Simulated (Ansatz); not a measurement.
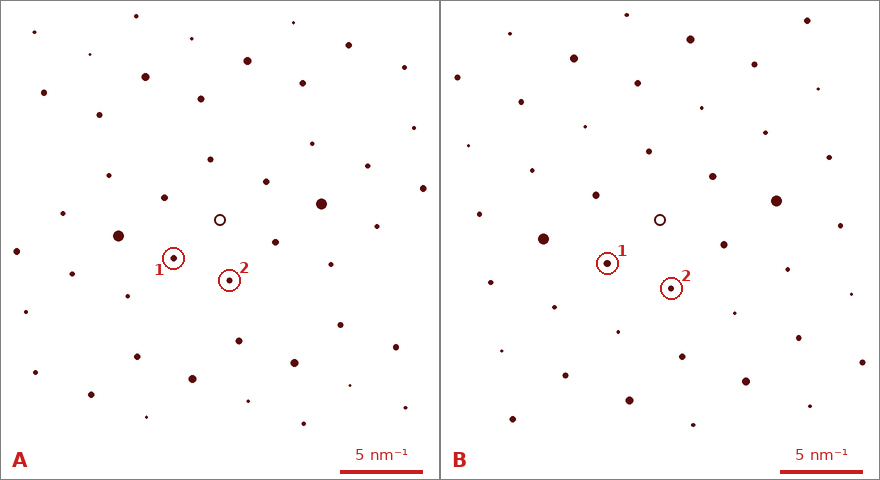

Kinematic electron diffraction patterns (300 kV, B = 0.5 Å², same scale) along [010] of the run's own cell, for the start and the end of one relaxation of Zn3B2 with Ansatz, DFT PBE, scalar-relativistic, plane waves, PAW. k mesh 12×12×12. The start is a generated model structure, and the relaxation ends in the nearest stationary point of its symmetry, not necessarily the ground state. Spot 1 is 0 0 -1 and spot 2 is -1 0 -1 in both.

Start structure:

```
CELL_PARAMETERS angstrom
1.58451 0.91482 7.36738
-1.58451 0.91482 7.36738
0.00000 -1.82963 7.36738
ATOMIC_POSITIONS crystal
Zn 0.00000 0.00000 0.00000
Zn 0.21462 0.21462 0.21462
Zn 0.78538 0.78538 0.78538
B 0.39390 0.39390 0.39390
B 0.60610 0.60610 0.60610
```

Q: Which pattern belongs to the start structure, and which to the relaxed one?

A: A is the start: its cell gives d(1) = 2.724 Å, d(2) = 2.664 Å and an angle of 59.3°. B is the relaxed structure, with d(1) = 2.380 Å (-12.6 %), d(2) = 2.352 Å (-11.7 %) and 59.6°.

Q: What did the relaxation do to the structure and the energy?

A: The volume changed by -8.4 % to 11.74 Å³ an atom; with the mean shift removed, the atoms moved by up to 0.15 Å relative to the cell (Zn most); the space group stayed R-3m (No. 166); the free energy fell by 87 meV an atom. Relaxed cell: a = 9.045 Å, b = 9.045 Å, c = 9.045 Å, α = 17.55°, β = 17.55°, γ = 17.55°.
